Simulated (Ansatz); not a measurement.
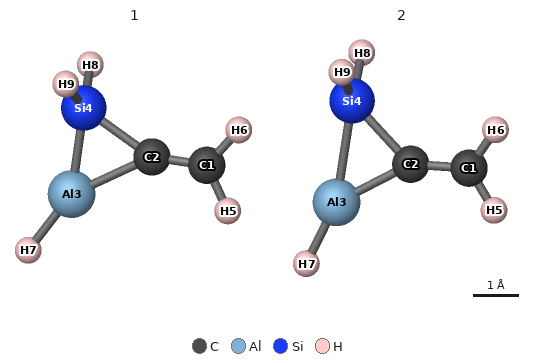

Two geometries of C$_{2}$H$_{5}$AlSi, drawn at one scale. One is the start of a relaxation, the other its converged end. The picture is a ball-and-stick view, seen at a tilt.

Level of theory: Ansatz 0.2.0, RKS B3LYP-D4/def2-SVP. Set-up: no spin polarisation; force threshold 0.015 eV/Å; at most 40 steps.

Q: Which geometry has the lower energy?

A: Structure 2 is the relaxed one. The run prepares an end point of a later path (torsion) calculation, from a guessed geometry. The largest move after the best rigid fit is that of H7, 0.39 Å. Largest moves by element: H 0.39 Å, C 0.26 Å, Al 0.19 Å, Si 0.17 Å. Near-neighbour distances that change, for instance: Al3–Si4 2.012 → 2.367 Å, C2–Al3 2.067 → 1.937 Å, C1–C2 1.265 → 1.343 Å, Al3–H7 1.646 → 1.584 Å. Bond angles that change, for instance: C1–C2–Si4 151.9° → 134.6°, Al3–C2–Si4 61.1° → 75.4°, C2–Si4–Al3 64.0° → 52.4°. The energy falls by 1.548 eV in 8 accepted moves (10 points after the start). The largest force component goes from 5.2 to 0.0092 eV/Å. The line search rejected the trial steps at points 3, 7 of the run. Cost: 31 s on 1 thread of Intel(R) Xeon(R) Platinum 8488C (Sapphire Rapids), on a shared host, peak memory 0.19 GiB.
